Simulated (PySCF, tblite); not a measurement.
**C9H11B: geometry, infrared bands and NMR shifts**

Wanted: the infrared bands and NMR shifts of C9H11B (`CC#CB[C@H]1CCC12C=C2`), by calculation.

Programs: tblite 0.8.0 and PySCF 2.14.0, with density-fitted response routines of our own. Each step states its level of theory. These are calculated values for one molecule in the gas phase, unless marked as measured. Atoms count from 0, in the outputs and in this text.

### 1 The molecule as given

21 atoms, charge 0, multiplicity 1; geometry from: force field or distance geometry start.

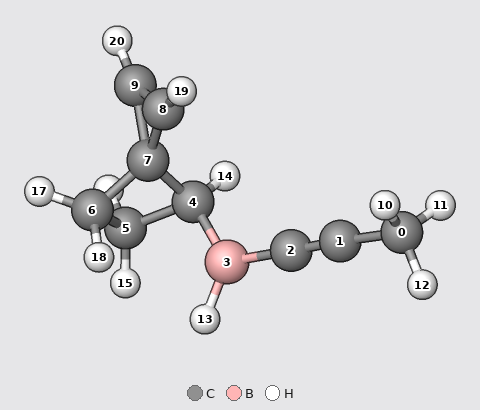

The starting geometry (carbon grey, boron pink, hydrogen white), atoms numbered.

### 2 Optimising the geometry with GFN2-xTB

Job settings and geometry (Å):

```
{"job": {"kind": "relax", "xc": "GFN2-xTB", "basis": "xTB"}, "charge": 0, "multiplicity": 1}
C      4.213400     0.248600    -0.759300
C      2.865000     0.002200    -0.204100
C      1.795200    -0.214300     0.286000
B      0.404400    -0.466900     0.908600
C     -0.824900    -0.886800     0.040700
C     -2.080600    -0.874700     0.926200
C     -2.153900     0.628800     0.599600
C     -1.442400     0.259400    -0.606700
C     -1.032400     1.043500    -1.747300
C     -2.116600     0.245600    -1.926900
H      4.177800     1.223300    -1.285800
H      4.470200    -0.600600    -1.385200
H      4.955700     0.320100     0.085300
H      0.279400    -0.415000     2.101200
H     -0.749400    -1.837200    -0.510000
H     -1.906800    -1.128000     1.983900
H     -2.878700    -1.378300     0.377100
H     -3.165400     1.028700     0.517400
H     -1.518000     1.151600     1.379200
H     -0.399800     1.777600    -2.276800
H     -2.901300    -0.110700    -2.609200
```

Command:

```
$ OMP_NUM_THREADS=1 python probes_run.py task.json out
```

The driver reads the jobs from task.json and runs them one after another.

The log of the run:

```text
step      E/eV     max force
  0    -704.64334    3.087
  1    -704.98693    5.035
  2    -705.18806    2.770
  3    -705.27873    0.924
  4    -705.31204    1.481
  5    -705.35865    0.568
  6    -705.39465    0.229
  7    -705.40188    0.224
  8    -705.41175    0.156
  9    -705.41679    0.156
 10    -705.42272    0.167
 11    -705.42846    0.158
 12    -705.43502    0.193
 13    -705.44119    0.203
 14    -705.44809    0.217
 15    -705.45667    0.231
 16    -705.46710    0.271
 17    -705.47837    0.301
 18    -705.48958    0.268
 19    -705.50036    0.234
 20    -705.51088    0.231
 21    -705.52002    0.232
 22    -705.52719    0.246
 23    -705.53387    0.217
 24    -705.54063    0.170
 25    -705.54660    0.163
 26    -705.55167    0.158
 27    -705.55652    0.150
 28    -705.56146    0.134
 29    -705.56597    0.167
 30    -705.56925    0.130
 31    -705.57172    0.128
 32    -705.57439    0.153
 33    -705.57715    0.162
 34    -705.58084    0.175
 35    -705.58559    0.131
 36    -705.59006    0.118
 37    -705.59379    0.138
 38    -705.59781    0.155
 39    -705.60178    0.149
 40    -705.60572    0.147
 41    -705.60900    0.129
 42    -705.61142    0.135
 43    -705.61222    0.135
 44    -705.61456    0.125
 45    -705.61635    0.110
 46    -705.62011    0.102
 47    -705.62207    0.090
 48    -705.62444    0.095
 49    -705.62647    0.106
 50    -705.62856    0.156
 51    -705.63140    0.193
 52    -705.63410    0.088
 53    -705.63738    0.088
 54    -705.63870    0.095
 55    -705.63970    0.093
 56    -705.64179    0.109
 57    -705.64391    0.131
 58    -705.64540    0.098
 59    -705.64683    0.096
 60    -705.64828    0.085
 61    -705.64985    0.093
 62    -705.65129    0.104
 63    -705.65242    0.162
 64    -705.65391    0.103
 65    -705.65553    0.106
 66    -705.65828    0.113
 67    -705.66008    0.086
 68    -705.66225    0.075
 69    -705.66341    0.072
 70    -705.66422    0.075
 71    -705.66497    0.084
 72    -705.66591    0.069
 73    -705.66680    0.058
 74    -705.66743    0.046
 75    -705.66782    0.038
 76    -705.66815    0.063
 77    -705.66854    0.059
 78    -705.66903    0.041
 79    -705.66937    0.038
 80    -705.66963    0.038
 81    -705.66990    0.041
 82    -705.67024    0.042
 83    -705.67065    0.045
 84    -705.67106    0.049
 85    -705.67142    0.054
 86    -705.67178    0.051
 87    -705.67226    0.052
 88    -705.67292    0.054
 89    -705.67363    0.051
 90    -705.67419    0.043
 91    -705.67460    0.051
 92    -705.67499    0.045
 93    -705.67547    0.056
 94    -705.67593    0.065
 95    -705.67632    0.056
 96    -705.67667    0.051
 97    -705.67708    0.046
 98    -705.67746    0.040
 99    -705.67771    0.037
100    -705.67786    0.035
101    -705.67799    0.027
102    -705.67813    0.022
103    -705.67827    0.027
104    -705.67839    0.031
105    -705.67851    0.040
106    -705.67863    0.062
107    -705.67879    0.026
108    -705.67896    0.023
109    -705.67904    0.017
110    -705.67910    0.018
111    -705.67919    0.018
112    -705.67926    0.021
113    -705.67934    0.017
114    -705.67940    0.022
115    -705.67945    0.023
116    -705.67952    0.017
117    -705.67958    0.014
118    -705.67964    0.017
119    -705.67971    0.020
120    -705.67977    0.025
121    -705.67986    0.026
122    -705.67999    0.022
123    -705.68014    0.024
124    -705.68030    0.025
125    -705.68043    0.022
126    -705.68053    0.020
127    -705.68059    0.019
128    -705.68062    0.011
129    -705.68064    0.009
```

Run time: 1.7 s. Hardware: 1 thread of Arm Neoverse N1, shared host; peak memory 0.18 GiB.

Along the way: (not every step is listed)

```
step  energy from step 0 (eV)  largest force (eV/Å)
   0                   0.0000                3.0868
   1                  -0.3436                5.0350
   2                  -0.5447                2.7704
   3                  -0.6354                0.9242
   4                  -0.6687                1.4805
   5                  -0.7153                0.5683
   6                  -0.7513                0.2288
   7                  -0.7585                0.2241
   8                  -0.7684                0.1563
  19                  -0.8570                0.2342
  30                  -0.9259                0.1297
  41                  -0.9657                0.1295
  52                  -0.9908                0.0876
  63                  -1.0091                0.1618
  74                  -1.0241                0.0463
  85                  -1.0281                0.0537
  96                  -1.0333                0.0508
 107                  -1.0355                0.0258
 118                  -1.0363                0.0166
 124                  -1.0370                0.0246
 125                  -1.0371                0.0220
 126                  -1.0372                0.0201
 127                  -1.0373                0.0188
 128                  -1.0373                0.0106
 129                  -1.0373                0.0087
```

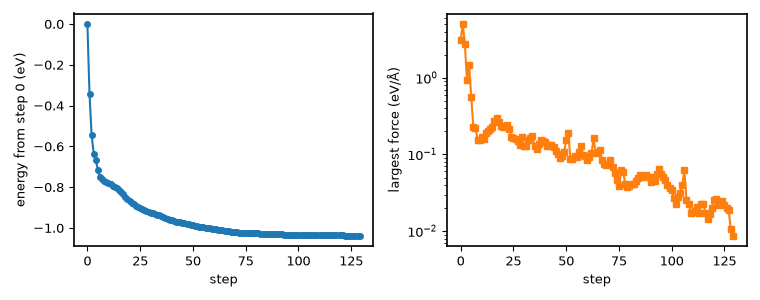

Energy and largest force along the relaxation.

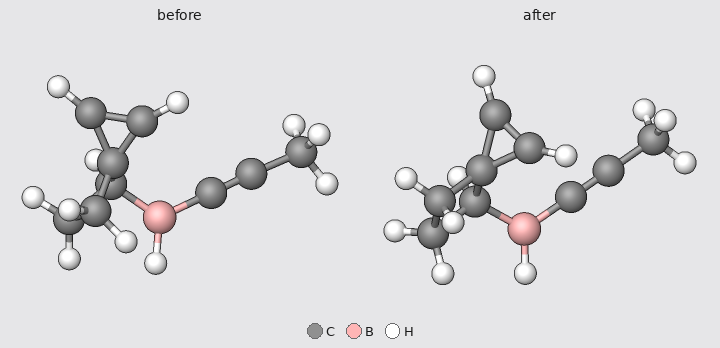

The geometry before (left) and after (right).

Close pairs (by a distance rule), those that changed most:

```
  bond  before (Å)  after (Å)  change (Å)
 C4–C7       1.454      1.541      +0.087
 C6–C7       1.448      1.523      +0.075
 C8–C9       1.358      1.306      -0.053
 C7–C8       1.444      1.490      +0.047
 C2–B3       1.545      1.498      -0.047
C6–H18       1.134      1.090      -0.044
C8–H19       1.104      1.062      -0.042
C0–H12       1.127      1.090      -0.036
```

The end geometry stands in the next job.

### 3 Vibrational analysis with GFN2-xTB

Job settings and geometry (Å):

```
{"job": {"kind": "ir", "xc": "GFN2-xTB", "basis": "xTB"}, "charge": 0, "multiplicity": 1}
C      3.844168     0.199321    -1.186822
C      2.689484    -0.104360    -0.373514
C      1.722059    -0.359322     0.306166
B      0.516442    -0.675180     1.137324
C     -0.863005    -0.878697     0.404999
C     -2.188332    -0.731924     1.190834
C     -2.647079     0.397115     0.251750
C     -1.334543     0.267659    -0.509767
C     -0.523151     1.341916    -1.149214
C     -1.068792     0.476878    -1.960663
H      3.666389     1.114049    -1.752971
H      4.020882    -0.613787    -1.891353
H      4.729991     0.330983    -0.565006
H      0.613644    -0.753511     2.303918
H     -0.829771    -1.818066    -0.158653
H     -2.055300    -0.415799     2.223396
H     -2.825046    -1.614419     1.174424
H     -3.534135     0.165050    -0.338582
H     -2.796387     1.361649     0.737518
H      0.079441     2.203825    -0.998887
H     -1.225880     0.123560    -2.950887
```

The log of the run:

```text
mode    cm-1     km/mol
  1     -32.1      0.13
  2      26.5      0.19
  3      43.3      0.04
  4      64.8      0.46
  5     143.9      0.96
  6     172.3      2.79
  7     237.6      0.67
  8     275.5      0.90
  9     336.5      0.22
 10     352.1      1.70
 11     359.7      0.37
 12     367.2      0.95
 13     436.2      2.57
 14     596.7      3.43
 15     677.6     58.12
 16     690.9      0.52
 17     730.8     12.04
 18     754.0     31.76
 19     797.0      7.04
 20     819.7     19.93
 21     838.5      1.32
 22     929.2      4.91
 23     945.5      5.99
 24     963.2      7.03
 25     998.3     32.22
 26    1002.6     59.64
 27    1005.8      2.40
 28    1029.2      5.77
 29    1041.9      2.68
 30    1066.9      4.45
 31    1095.9     18.24
 32    1111.8     47.51
 33    1143.4     19.50
 34    1186.4      0.13
 35    1213.7      6.00
 36    1236.9      1.44
 37    1251.5      7.41
 38    1274.9     57.72
 39    1365.0     37.11
 40    1383.9      1.76
 41    1450.5      6.10
 42    1452.0      5.59
 43    1471.9      0.28
 44    1490.2      0.42
 45    1758.9     20.59
 46    2304.8    217.46
 47    2608.2    156.91
 48    2904.8     34.70
 49    2970.1     20.30
 50    2988.3     62.24
 51    2996.0     22.57
 52    2996.4     22.18
 53    3002.9     81.00
 54    3004.9     27.60
 55    3014.1     62.17
 56    3209.5     17.58
 57    3233.4     11.50
```

It took 1.4 s on 1 thread of Arm Neoverse N1, shared host; peak memory 0.18 GiB.

Which atoms move in the most intense modes:

```csv
cm⁻¹,km/mol,atoms
678,58.1,"B3 41 %, H13 35 %"
1003,59.6,H13 41 %
1275,57.7,"C4 27 %, B3 21 %, H15 12 %, H14 11 %"
2305,217.5,"C1 52 %, C2 47 %"
2608,156.9,H13 92 %
2988,62.2,"H18 55 %, H17 40 %"
3003,81.0,"H16 64 %, H15 19 %"
3014,62.2,"H15 70 %, H16 24 %"
```

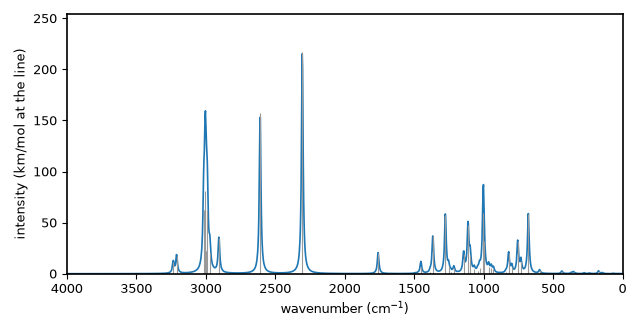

The infrared spectrum from these modes, unscaled. Lines are broadened to a width of 14 cm⁻¹ (Lorentzian).

### 4 NMR shieldings: PBE0/pcSseg-1

The job, as its differences from that of step 3:

```diff
@@ -1,2 +1,2 @@
-{"job": {"kind": "ir", "xc": "GFN2-xTB", "basis": "xTB"}, "charge": 0, "multiplicity": 1}
+{"job": {"kind": "nmr", "xc": "PBE0", "basis": "pcSseg-1"}, "charge": 0, "multiplicity": 1}
 C      3.844168     0.199321    -1.186822
```

Level: GIAO PBE0/pcSseg-1 NMR shielding, non-relativistic, gas phase.

The log of the run:

```text
coarse grid: 17680 points
cycle   1  E = -373.6024075584  dE =  1.555e+00  |g| = 5.062e-01  |ddm| = 4.422e+00
cycle   2  E = -373.5631124914  dE =  3.930e-02  |g| = 6.464e-01  |ddm| = 1.284e+00
cycle   3  E = -373.6646313336  dE = -1.015e-01  |g| = 2.156e-01  |ddm| = 7.817e-01
cycle   4  E = -373.6760522582  dE = -1.142e-02  |g| = 4.562e-02  |ddm| = 1.901e-01
cycle   5  E = -373.6765047022  dE = -4.524e-04  |g| = 1.951e-02  |ddm| = 5.849e-02
cycle   6  E = -373.6765949773  dE = -9.028e-05  |g| = 4.172e-03  |ddm| = 2.245e-02
cycle   7  E = -373.6765993292  dE = -4.352e-06  |g| = 6.559e-04  |ddm| = 5.014e-03
final grid: 171176 points
cycle   8  E = -373.7385512877  dE = -5.246e-05  |g| = 8.476e-03  |ddm| = 5.096e-02
cycle   9  E = -373.7385448970  dE =  6.391e-06  |g| = 1.000e-02  |ddm| = 2.067e-02
cycle  10  E = -373.7385703356  dE = -2.544e-05  |g| = 1.410e-03  |ddm| = 1.100e-02
cycle  11  E = -373.7385708096  dE = -4.740e-07  |g| = 2.323e-04  |ddm| = 1.572e-03
cycle  12  E = -373.7385708156  dE = -6.007e-09  |g| = 1.696e-04  |ddm| = 2.664e-04
cycle  13  E = -373.7385708222  dE = -6.645e-09  |g| = 4.530e-05  |ddm| = 1.569e-04
cycle  14  E = -373.7385708228  dE = -5.533e-10  |g| = 1.059e-05  |ddm| = 5.096e-05
converged SCF energy = -373.7385708228

GIAO shielding tensors (ppm)
atom      isotropic    diamagn.    paramagn.     s11        s22        s33       span
  0 C      178.957     252.097     -73.140    172.096    173.213    191.563     19.467
  1 C       34.770     277.252    -242.482    -22.793      8.439    118.665    141.458
  2 C       87.787     254.388    -166.601     -4.391     -3.787    271.539    275.930
  3 B       30.608     193.997    -163.389    -45.594     15.415    122.002    167.596
  4 C      135.056     250.228    -115.172    112.391    125.465    167.312     54.921
  5 C      165.498     252.640     -87.143    155.268    162.650    178.576     23.308
  6 C      149.923     250.414    -100.491    124.136    145.555    180.079     55.943
  7 C      159.584     243.220     -83.636    113.090    115.077    250.587    137.497
  8 C       52.206     252.988    -200.782    -92.633     66.659    182.594    275.227
  9 C       56.061     258.465    -202.404    -81.654     69.183    180.654    262.308
 10 H       29.429      30.834      -1.405     24.652     28.606     35.029     10.377
 11 H       29.378      28.212       1.166     24.845     27.751     35.538     10.693
 12 H       29.337      25.363       3.974     24.337     27.424     36.250     11.913
 13 H       24.837      30.542      -5.705     20.758     25.863     27.890      7.132
 14 H       29.217      32.282      -3.065     25.864     28.964     32.824      6.960
 15 H       29.592      30.878      -1.286     26.546     27.049     35.181      8.635
 16 H       29.436      29.870      -0.433     25.945     27.169     35.195      9.249
 17 H       29.479      30.364      -0.885     26.311     27.437     34.689      8.378
 18 H       29.624      30.513      -0.888     26.672     27.405     34.796      8.124
 19 H       23.954      33.915      -9.961     19.782     24.840     27.238      7.456
 20 H       24.003      34.858     -10.855     20.373     25.209     26.428      6.055
```

Run time: 1.7 min. Hardware: 1 thread of Arm Neoverse N1, shared host; peak memory 1 GiB.

Shifts follow as δ = σ(reference) − σ, with reference shieldings (ppm) from runs at the same level and on the same kind of geometry: 1H TMS 31.72, 13C TMS 186.9, 11B BF3·OEt2 100.1. The references are single molecules in the gas phase. Atoms listed in one row are averaged.

| atoms | environment | σ (ppm) | δ (ppm) | δ scaled to CDCl3 |
| --- | --- | --- | --- | --- |
| C1 | alkyne carbon | 34.8 | 152.2 | 146.6 |
| C8 | alkene CH | 52.2 | 134.7 | 129.6 |
| C9 | alkene CH | 56.1 | 130.9 | 125.8 |
| C2 | alkyne carbon | 87.8 | 99.1 | 94.8 |
| C4 | sp3 CH bonded to B | 135.1 | 51.9 | 48.7 |
| C6 | sp3 CH2 in a ring | 149.9 | 37.0 | 34.2 |
| C7 | three-membered-ring carbon | 159.6 | 27.3 | 24.8 |
| C5 | sp3 CH2 in a ring | 165.5 | 21.4 | 19.0 |
| C0 | propargylic methyl carbon | 179.0 | 8.0 | 5.9 |
| H19 | hydrogen on an alkene CH | 23.95 | 7.76 | 7.42 |
| H20 | hydrogen on an alkene CH | 24.00 | 7.71 | 7.38 |
| H13 | hydrogen on a boron bonded to 2 C | 24.84 | 6.88 | – |
| H14 | hydrogen on an sp3 CH bonded to B | 29.22 | 2.50 | 2.46 |
| H10, H11, H12 | hydrogen on a propargylic methyl carbon | 29.38 | 2.34 | 2.31 |
| H16 | hydrogen on an sp3 CH2 in a ring | 29.44 | 2.28 | 2.26 |
| H17 | hydrogen on an sp3 CH2 in a ring | 29.48 | 2.24 | 2.22 |
| H15 | hydrogen on an sp3 CH2 in a ring | 29.59 | 2.12 | 2.11 |
| H18 | hydrogen on an sp3 CH2 in a ring | 29.62 | 2.09 | 2.08 |
| B3 | boron bonded to 2 C, H | 30.6 | 69.5 | – |

The scaled column applies a straight-line fit of computed shieldings to shifts measured in CDCl3 (root-mean-square error 0.16 ppm for H, 1.9 ppm for C).

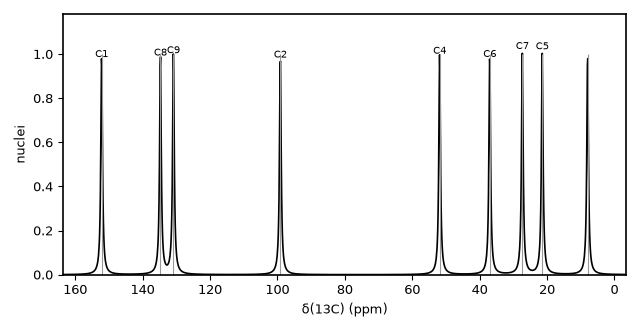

13C lines at the computed shifts, without couplings. Lines are broadened to a width of 0.58 ppm (Lorentzian).

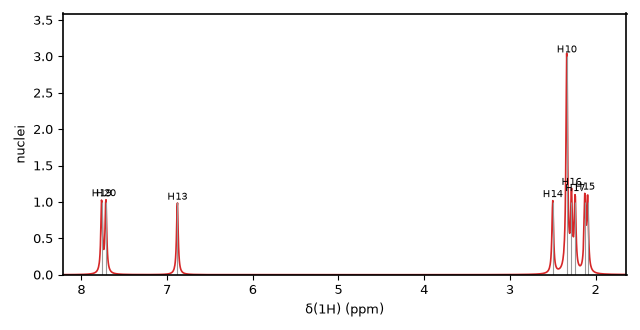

1H lines at the computed shifts, without couplings. Lines are broadened to a width of 0.02 ppm (Lorentzian).

The run also stored atomic charges by several schemes (e):

```csv
atoms,Mulliken,IAO,Hirshfeld,ESP fit
C0,-0.16,-0.44,-0.09,-0.55
C1,-0.24,0.01,-0.01,0.35
C2,-0.21,-0.17,-0.14,-0.63
B3,0.38,0.13,0.15,0.51
C4,-0.36,-0.27,-0.11,-0.24
C5,-0.17,-0.26,-0.07,-0.23
C6,-0.09,-0.29,-0.09,-0.09
C7,-0.25,0.04,0.01,0.37
C8,-0.04,-0.15,-0.05,-0.26
C9,-0.03,-0.16,-0.05,-0.37
```

Hirshfeld charges:

C0 -0.09; C1 -0.01; C2 -0.14; B3 0.15; C4 -0.11; C5 -0.07; C6 -0.09; C7 0.01; C8 -0.05; C9 -0.05; H10 0.07; H11 0.07; H12 0.06; H13 -0.06; H14 0.04; H15 0.03; H16 0.03; H17 0.03; H18 0.03; H19 0.07; H20 0.07

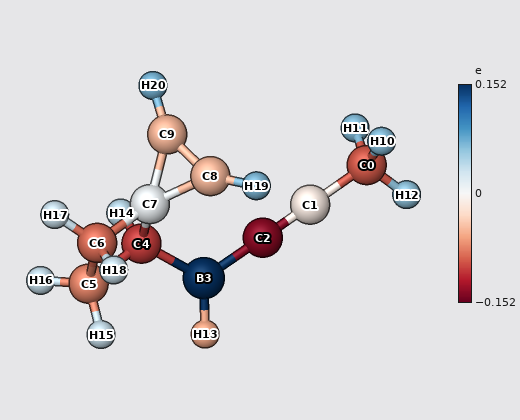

Hirshfeld charges, as colours on the atoms.

Mayer bond orders: C0–C1 1.18, C1–C2 2.49, C2–B3 1.14, B3–C4 0.94, C4–C5 1.04, C5–C6 1.06, C6–C7 0.98, C7–C8 0.92, C8–C9 1.73, C7–C4 0.92, C9–C7 0.92.

Ring of atoms C4, C5, C6, C7: NICS(0) -0.7, NICS(1) 0.3, NICS(1)zz 2.5 ppm (means of both faces).

Ring of atoms C7, C8, C9: NICS(0) -29.3, NICS(1) -8.2, NICS(1)zz -16.4 ppm (means of both faces).

In rings of three or four atoms NICS is ruled by the nearby σ bonds, so it says little on aromaticity.

Orbitals, density, ELF and potential are computed afterwards from the orbital file.

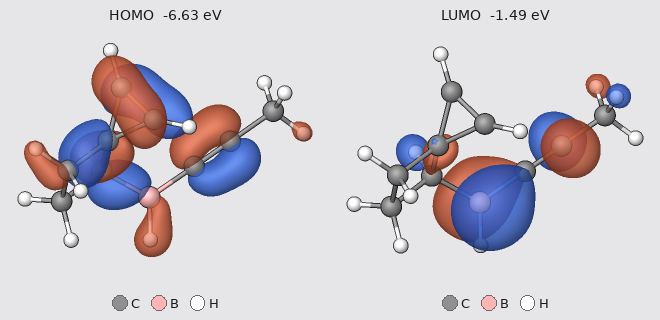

PBE0/pcSseg-1 orbitals near the gap, drawn at the value that encloses 70 % of each; the two colours are the two signs.

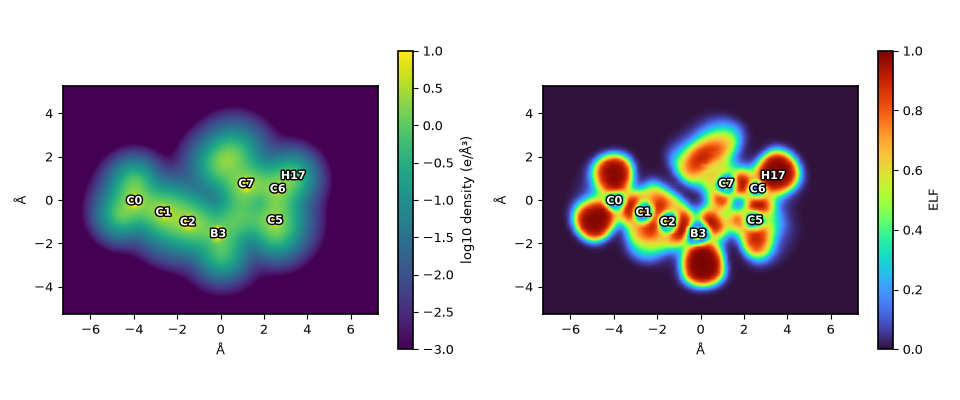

Density (left) and ELF (right) in a plane through or near 8 of the atoms.

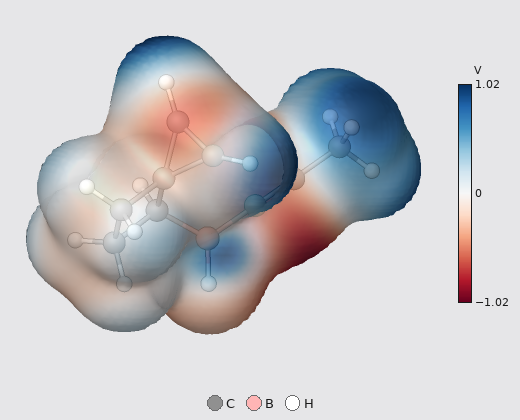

Electrostatic potential on the surface of density 0.002 e/bohr³; red is low, blue high. It runs from -0.93 V near C2 to 1.02 V near H20.

### 5 What came out

| quantity | value |
| --- | --- |
| strongest single infrared mode (GFN2-xTB) | 2305 cm⁻¹, 217 km/mol |
| zero-point energy (GFN2-xTB) | 104.1 kcal/mol |
| 13C shifts against TMS (PBE0/pcSseg-1) | 152.2, 134.7, 130.9, 99.1, 51.9, 37.0, 27.3, 21.4, 8.0 ppm |
| 1H shifts against TMS (PBE0/pcSseg-1, means over atoms taken as alike) | 7.76, 7.71, 6.88, 2.50, 2.34, 2.28, 2.24, 2.12, 2.09 ppm |
| 11B shifts against BF3·OEt2 (PBE0/pcSseg-1) | 69.5 ppm |
| surface potential, least and greatest | -0.93 V and 1.02 V |

What this shows: Over 129 steps the energy fell by 1.037 eV; of the close pairs, C4–C7 changed most, 1.454 to 1.541 Å. The lowest mode is imaginary (32i cm⁻¹), so the xTB geometry is not a minimum. The strongest single mode, at 2305 cm⁻¹, moves mainly C1 and C2. Unscaled tight-binding wavenumbers are off by several per cent, some by more. Its intensities can rank the bands wrongly. By nearest atom (PBE0/pcSseg-1), the HOMO sits on C8, C9 about 16 % each; C1, C4 about 12 % each and the LUMO on B3 42 %; C1 21 %.
